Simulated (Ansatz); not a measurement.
# AlCl$_{3}$FH: what the fields show

Input

```
crystal:
  periodic: [false, false, false]
  atoms:
    - { symbol: Al, position_ang: [-0.031817, 0.22099, -0.139489] }
    - { symbol: F, position_ang: [-0.046517, 0.229027, 1.538951] }
    - { symbol: Cl, position_ang: [1.801376, 0.274752, -1.104693] }
    - { symbol: Cl, position_ang: [-1.836899, 0.365999, -1.148606] }
    - { symbol: Cl, position_ang: [0.135137, -2.881921, 1.296618] }
    - { symbol: H, position_ang: [0.13752, -1.809648, 2.087419] }
basis:
  gaussian: { orbitals: def2-SVP }
hamiltonian:
  xc: pbe0
  dispersion: d4
relax:
  f_tol: 0.03
  max_steps: 50
output:
  orbitals: {}
```

Launched as:

```sh
ansatz run input.yaml --threads 2 --pin off --max-ram 3072MiB --backend cpu --events-out ev --progress --plain --runs-dir out
```

The fields are those of the run's last geometry, not of the input's.

Computed with RKS PBE0-D4/def2-SVP (Ansatz 0.2.0).

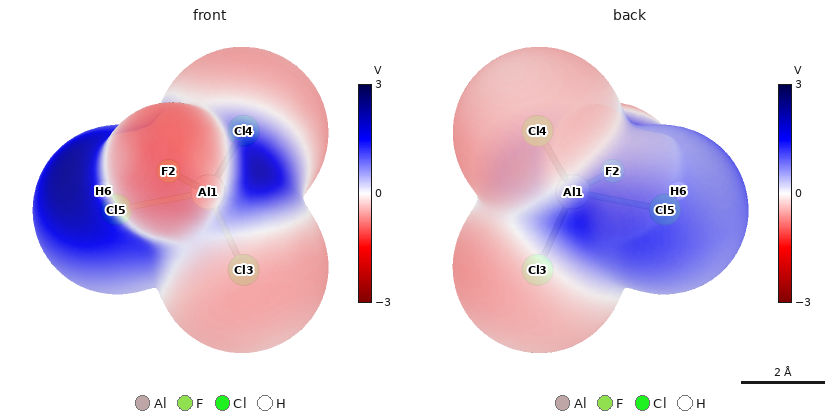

Figure 1. The molecular electrostatic potential painted on the density surface at 0.001 e/bohr³, seen from the front and from behind; red is negative and blue positive.

### Describe the electrostatic potential map.

The most negative region (about −0.9 V, or −21 kcal/mol for a unit charge) lies over F2, the most positive (about +2.3 V, or +53 kcal/mol for a unit charge) over H6.

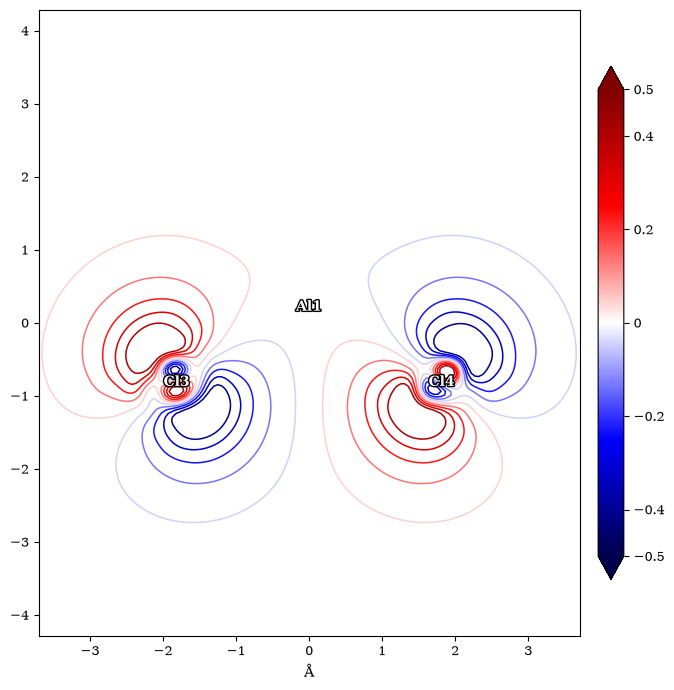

Figure 2. The HOMO on the plane of atoms Cl3, Al1 and Cl4 (values in Å⁻³ᐟ²; the overall sign is arbitrary).

### What is the character of this orbital?

By Hirshfeld shares it lies mainly on Cl3 (about 45 %) and Cl4 (about 45 %); largely a combination of lone pairs on Cl3 and Cl4. Its energy is −9.01 eV.

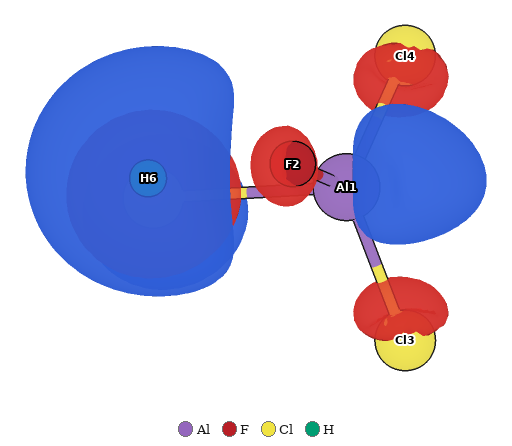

Figure 3. The LUMO at ±0.1 Å⁻³ᐟ² (red and blue are the two phases), seen at a tilt.

### What is the character of this orbital?

Its weight (Hirshfeld) is mainly on H6 (about 35 %), Cl5 (about 35 %), Al1 (about 20 %) and F2 (about 5 %). Its energy is −0.34 eV.
